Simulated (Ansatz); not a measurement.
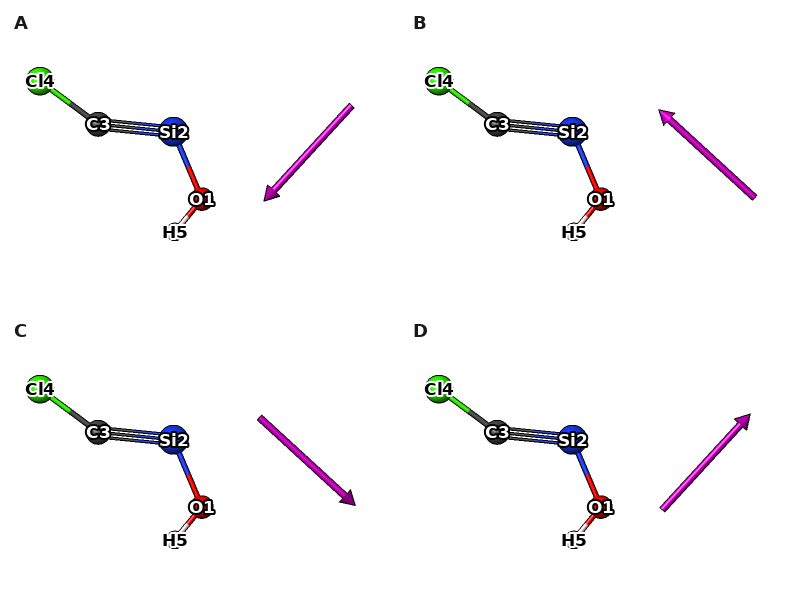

The same molecule four times, each with an arrow. The geometry was computed by an optimisation with PBE0-D4/def2-TZVP. No frequency run is at hand to confirm it as a minimum. Properties computed with RKS PBE0-D4/def2-TZVP (Ansatz 0.2.0).

**Which arrow points along the dipole moment, from the negative to the positive end?**

A. The dipole moment is 1.20 D; it points from the side of Si2 to the side of H5 (the outermost atoms at the two ends).
